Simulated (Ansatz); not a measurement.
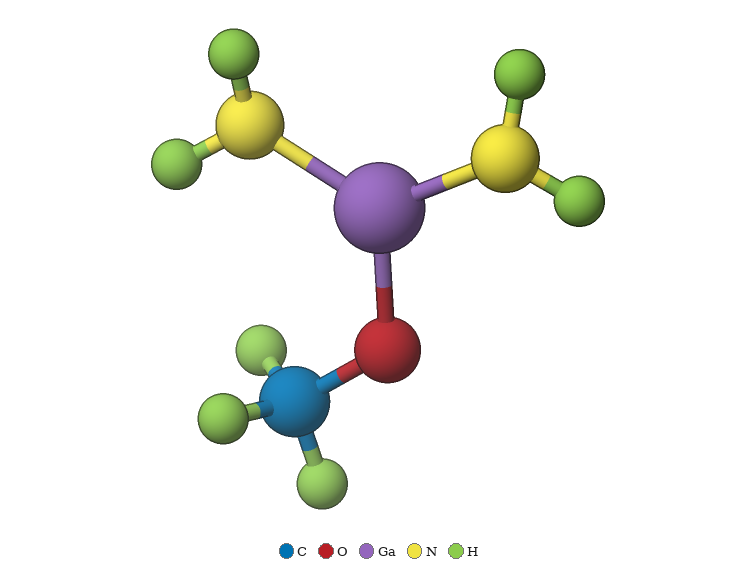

The geometry was computed by an optimisation with PBE0-D4/def2-TZVP.

Description:

The molecule is CH₇GaN₂O. Its SMILES string is `C[O][Ga]([NH2])[NH2]`. Coordination, clear cases only: 1 C tetrahedral; 1 O bent; 1 Ga trigonal planar.

The parts below concern this one geometry. Atoms keep their numbers from picture to picture.

### Geometry

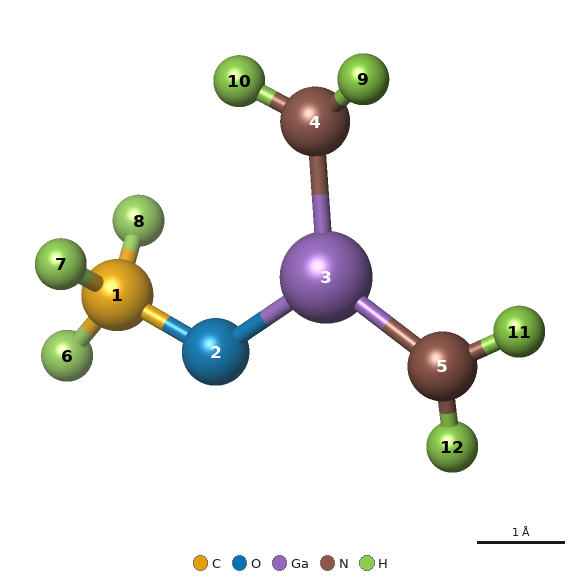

The atoms are numbered.

Which atoms are bonded, and how long are the bonds?

```json
{"bond": "C1–O2", "length (Å)": "1.401"}
{"bond": "C1–H6", "length (Å)": "1.095"}
{"bond": "C1–H7", "length (Å)": "1.099"}
{"bond": "C1–H8", "length (Å)": "1.099"}
{"bond": "O2–Ga3", "length (Å)": "1.787"}
{"bond": "Ga3–N4", "length (Å)": "1.818"}
{"bond": "Ga3–N5", "length (Å)": "1.813"}
{"bond": "N4–H9", "length (Å)": "1.006"}
{"bond": "N4–H10", "length (Å)": "1.006"}
{"bond": "N5–H11", "length (Å)": "1.006"}
{"bond": "N5–H12", "length (Å)": "1.007"}
```

### Levels of theory compared

Program: Ansatz 0.2.0.

At this fixed geometry, give HOMO energy (eV) at these levels: B3LYP-D4/def2-TZVPP; BLYP-D4/def2-TZVPP; r2SCAN0-D4/def2-TZVPP; r2SCANh-D4/def2-TZVPP; ωB97M-V/def2-TZVPP; ωB97X-V/def2-TZVPP.

```csv
level,HOMO energy (eV)
B3LYP-D4/def2-TZVPP,−6.83
BLYP-D4/def2-TZVPP,−5.52
r2SCAN0-D4/def2-TZVPP,−7.31
r2SCANh-D4/def2-TZVPP,−6.49
ωB97M-V/def2-TZVPP,−9.47
ωB97X-V/def2-TZVPP,−9.56
```

### Dipole moment

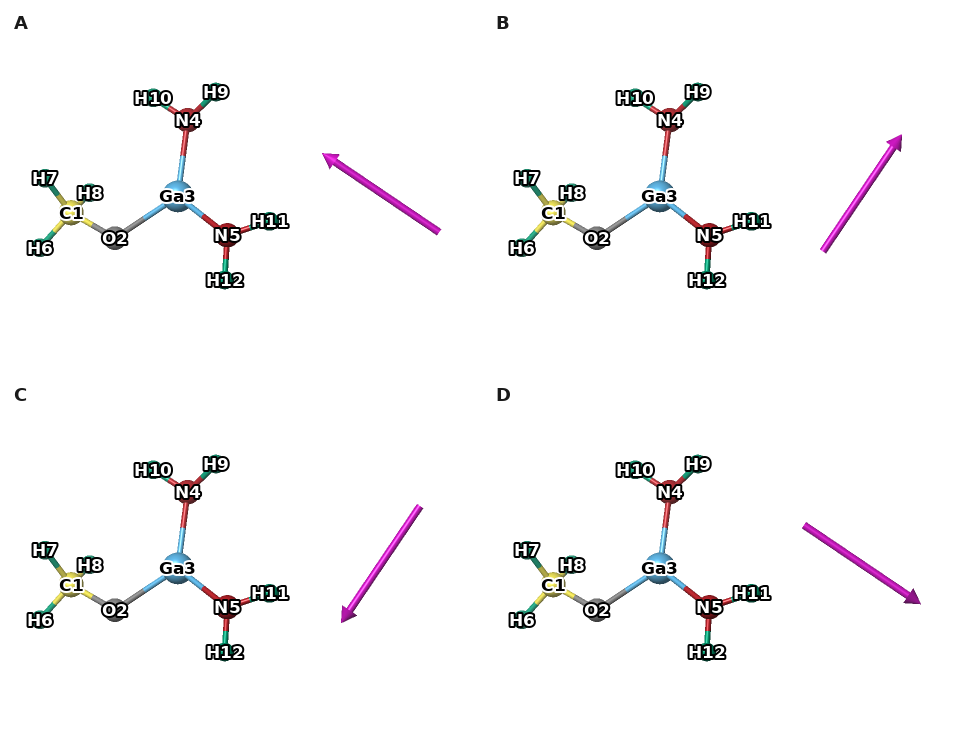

The same molecule four times, each with an arrow. Level of theory: RKS PBE-D4/def2-TZVPP (Ansatz 0.2.0).

Question: Which arrow points along the dipole moment, from the negative to the positive end?

Answer: B. The dipole moment is 1.60 D; it points from the side of H6 to the side of H9 (the outermost atoms at the two ends).

### Vibrations

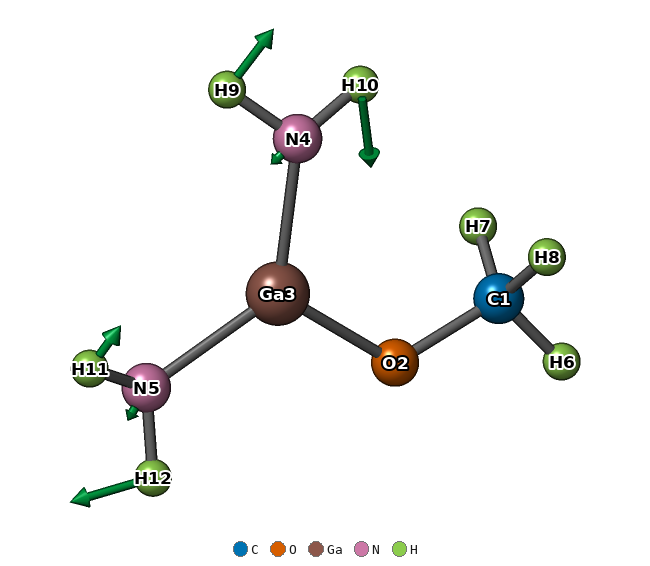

The arrows show one normal mode. Harmonic vibrations computed with RKS PBE0-D4/def2-TZVP (Ansatz 0.2.0) at a stationary point of the same level.

Question: Describe the motion.

Answer: Mostly Ga–N–H bending.

Question: At what wavenumber does it lie?

Answer: 744 cm⁻¹; it is mode 14 of 30 counted from the lowest.
